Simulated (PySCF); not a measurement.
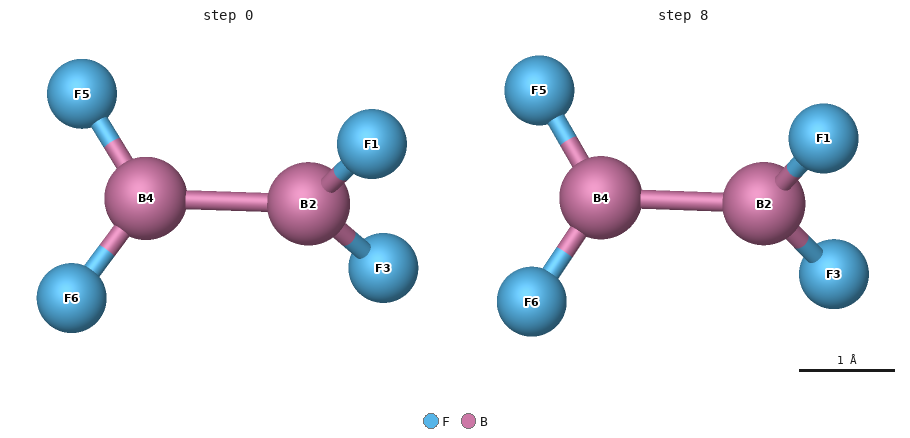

The structure of B₂F₄ before (left) and after (right) a relaxation, at one scale.

The picture is a ball-and-stick view, seen at a tilt.

The start comes from GFN2-xTB.

All numbers below come from PySCF, PBE0-D3(BJ)/def2-SVP geometry optimisation, gas phase. 

**Describe what moved and what it gained.**

The energy falls by 5.47 kJ/mol in 8 geometry steps. The largest moves after the best rigid fit, 0.080 Å, are those of F3 and F6. By element the largest moves are F 0.080 Å, B 0.007 Å. Near-neighbour distances that change, for instance: B2–B4 1.718 → 1.722 Å. Bond angles that change, for instance: F1–B2–F3 112.4° → 117.0°, F5–B4–F6 112.5° → 116.8°, F3–B2–B4 124.1° → 121.7°.
